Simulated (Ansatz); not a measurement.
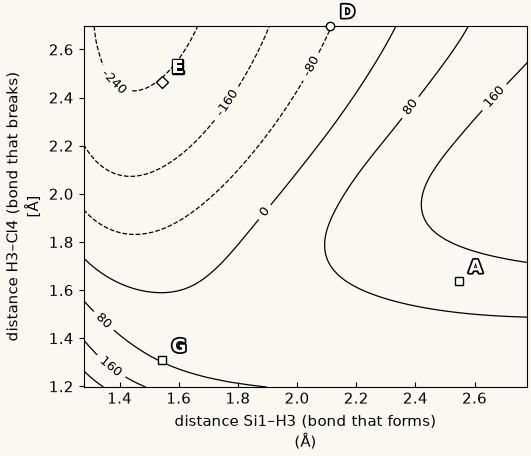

The reacting system CH₅ClSi (fragments CH₄Si + ClH where the first distance is long, CH₅ClSi where the second is long). First axis: distance Si1–H3 (bond that forms). Second axis: distance H3–Cl4 (bond that breaks). Relaxed at each point: all other coordinates. Grid: 9 × 9 points. Points are written as (first, second). Energies are in kJ/mol, from a guessed transition structure relaxed with its forming and breaking bonds held. The reference is spin-restricted, so regions where a bond is pulled apart into radicals lie too high. Computed with Ansatz, RKS r2SCAN-D4/def2-SVP.

Drawn: contour lines labelled in kJ/mol, lettered points. Between grid points the surface is interpolated.

### Is G the lowest point of the computed grid?

No. G lies 342 kJ/mol above the lowest grid point, which is at (1.543 Å, 2.697 Å).

### What kind of point is each of A, E, G: minimum, saddle, maximum or slope?

A: on a slope; E: on a slope; G: on a slope. (In these two coordinates alone; a stationary point may lie a little off the grid point.)
